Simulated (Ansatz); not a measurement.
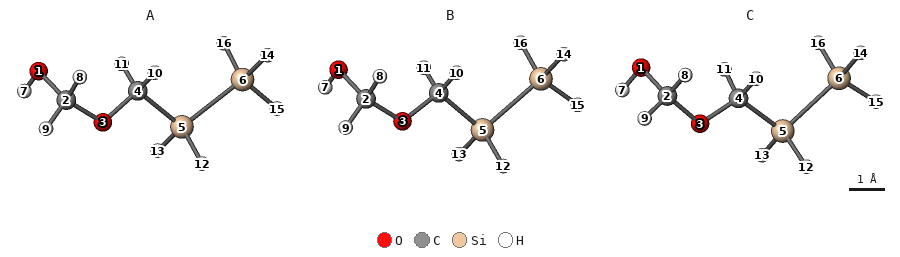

3 geometries from one relaxation of C2H10O2Si2, in shuffled order. The picture is a ball-and-stick view, seen at a tilt.

The run prepares an end point of a later path (torsion) calculation, from a guessed geometry.

Level of theory: RKS B3LYP/6-31G* in Ansatz. Set-up: no spin polarisation; force threshold 0.015 eV/Å; at most 40 steps.

Order the frames from highest to lowest energy.

C, B, A. They are steps 0, 2, 9, at +0.336 eV, +0.062 eV relative to the last. H9 moves most after the best rigid fit: 0.30 Å. By element the largest moves are H 0.30 Å, C 0.22 Å, O 0.13 Å, Si 0.13 Å. Near-neighbour distances that change, for instance: C4–H11 1.175 → 1.099 Å, O3–C4 1.388 → 1.432 Å, C4–Si5 1.875 → 1.908 Å, Si6–H15 1.457 → 1.490 Å. Bond angles that change, for instance: O3–C4–Si5 116.5° → 107.5°, Si5–C4–H11 104.4° → 111.0°, O1–C2–H8 110.9° → 105.2°. The energy falls by 0.336 eV in 9 geometry steps. The largest force component goes from 3.1 to 0.0081 eV/Å.
